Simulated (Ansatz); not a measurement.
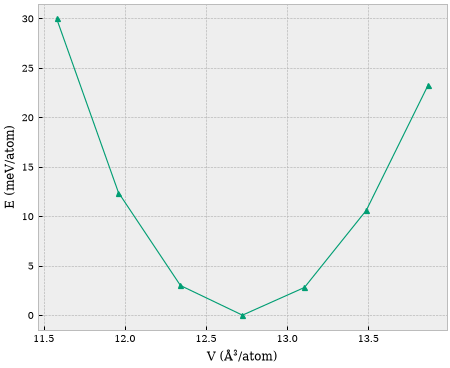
*BeS (CsCl type, Pm-3m) under volume change, r²SCAN in the plane-wave PAW code Ansatz, scaled uniformly.*

Problem. What does a third-order Birch–Murnaghan fit give for V₀, B₀ and B′?

Solution. V₀ = 12.71 Å³/atom, B₀ = 82.7 GPa, B′ = 3.9.

A made-up cell: these elements were put on the sites of a structure type; neither database checked (COD, Materials Project) lists it. COD files the formula under space group No. 216, so this cell is another polymorph or a model. Its standing as an ambient phase is unchecked. Symmetry was held in the r²SCAN relaxation. At this level the phase is mechanically unstable.

Potentials: the earlier of the program's two PAW sets.
